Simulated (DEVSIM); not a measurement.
Device: Schottky contact on n-type InP, at 300 K.

```tsv
layer (left to right)	material	thickness (μm)	Nd (cm⁻³)	τn (s)	τp (s)
1	InP	2.40	1.4e15	1.9e-8	1.9e-8
```

Left contact: Schottky, work function 5.12 eV, emission velocity 3.2e6 cm/s. Right contact: ohmic. Voltage is applied to the left contact. Recombination: SRH at mid-gap, radiative, Auger. Mobility is constant in doping.

The device is made up for the run: typed textbook-type constants, with dimensions and the other settings drawn at random. Values at 300 K.

```tsv
parameter	InP
gap (eV)	1.344
affinity (eV)	4.38
permittivity	12.5
Nc (cm⁻³)	5.7e17
Nv (cm⁻³)	1.1e19
μn (cm²/Vs)	5200
μp (cm²/Vs)	170
B (cm³/s)	1.2e-10
Cn (cm⁶/s)	9e-31
Cp (cm⁶/s)	9e-31
```

Model (solved in DEVSIM): 1D drift-diffusion, Boltzmann statistics, complete ionisation; no tunnelling, impact ionisation, image-force lowering or self-heating. Metal contacts follow the ideal Schottky-Mott rule: no Fermi-level pinning, no interface dipoles.

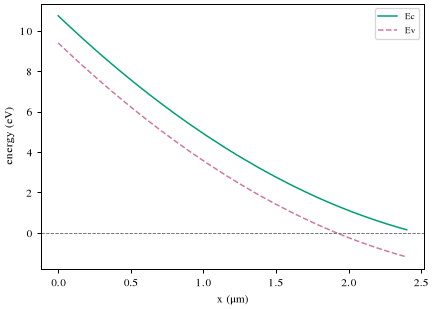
Figure. Band edges at -10.0 V on the left contact

Energies count from the Fermi level of the right contact; mesh points crowd at the junctions.

| x (μm) | Ec (eV) | Ev (eV) | n (cm⁻³) | p (cm⁻³) | field (V/cm) |
|---|---|---|---|---|---|
| 0.000 | 10.740 | 9.396 | 1900 | 7.8e8 | -68000 |
| 0.01062 | 10.667 | 9.323 | 1900 | 4.7e7 | -68000 |
| 0.02386 | 10.577 | 9.233 | 1900 | 1500000 | -68000 |
| 0.04481 | 10.435 | 9.091 | 1900 | 12000 | -68000 |
| 0.08312 | 10.178 | 8.834 | 1900 | 6300 | -67000 |
| 0.1237 | 9.909 | 8.565 | 2000 | 6200 | -66000 |
| 0.1879 | 9.490 | 8.146 | 2000 | 6200 | -65000 |
| 0.3052 | 8.746 | 7.402 | 2100 | 6000 | -62000 |
| 0.4481 | 7.878 | 6.534 | 2200 | 5900 | -59000 |
| 0.6262 | 6.853 | 5.508 | 2400 | 5600 | -56000 |
| 0.9082 | 5.362 | 4.018 | 2700 | 5100 | -50000 |
| 1.381 | 3.224 | 1.880 | 3400 | 4000 | -40000 |
| 1.696 | 2.049 | 0.705 | 4100 | 3000 | -34000 |
| 1.896 | 1.411 | 0.067 | 4700 | 2000 | -30000 |
| 2.097 | 0.847 | -0.497 | 8900 | 790 | -26000 |
| 2.187 | 0.623 | -0.721 | 1.9e7 | 140 | -24000 |
| 2.259 | 0.455 | -0.889 | 1.3e10 | < 1e2 | -23000 |
| 2.304 | 0.355 | -0.989 | 6.3e11 | < 1e2 | -22000 |
| 2.350 | 0.257 | -1.087 | 2.7e13 | < 1e2 | -21000 |
| 2.370 | 0.215 | -1.129 | 1.4e14 | < 1e2 | -20000 |
| 2.387 | 0.182 | -1.162 | 5.0e14 | < 1e2 | -20000 |
| 2.400 | 0.155 | -1.189 | 1.4e15 | < 1e2 | -20000 |
